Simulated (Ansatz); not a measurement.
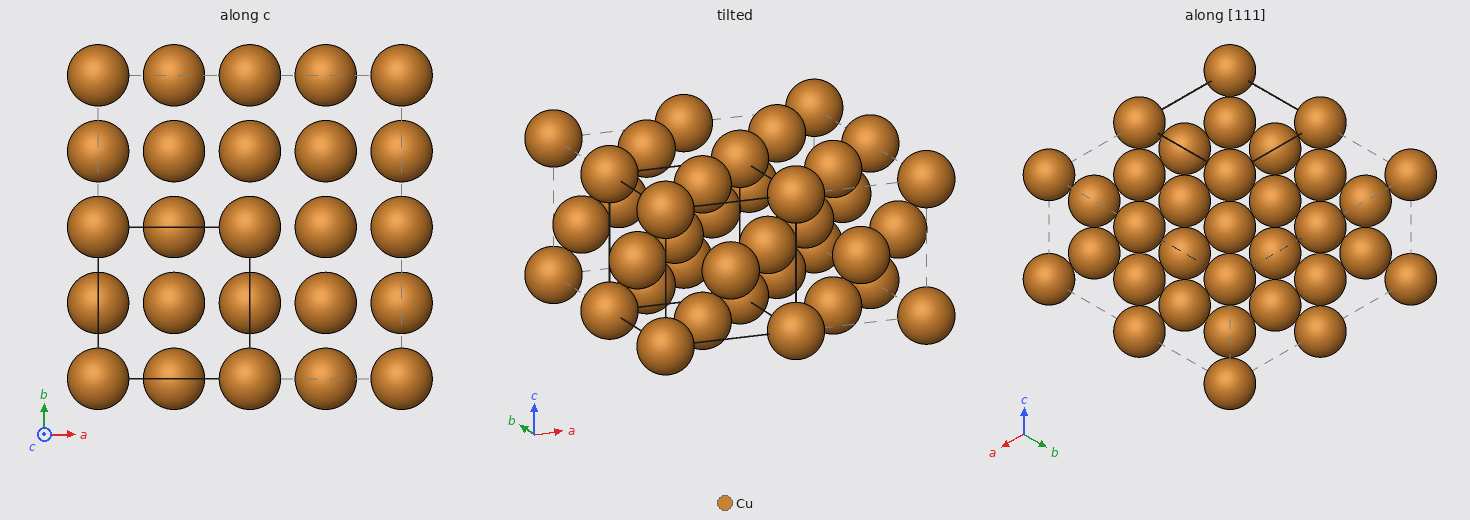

This spheres-only model is shown along the c axis, slightly off an axis and along [111]. The drawing covers 2×2×1 cells, and the solid lines enclose one conventional unit cell.

The element is copper. The atoms follow space group Fm-3m (No. 225); the Bravais lattice is face-centred cubic. Prototype: face-centred cubic (Cu type). The cell holds four atoms. Each Cu atom is coordinated by twelve Cu in a cuboctahedral arrangement.

The structure was taken from a structure listed in the Materials Project. The picture shows the end point of a geometry optimisation with DFT PBE, scalar-relativistic, plane waves, PAW (Ansatz 0.2.0).
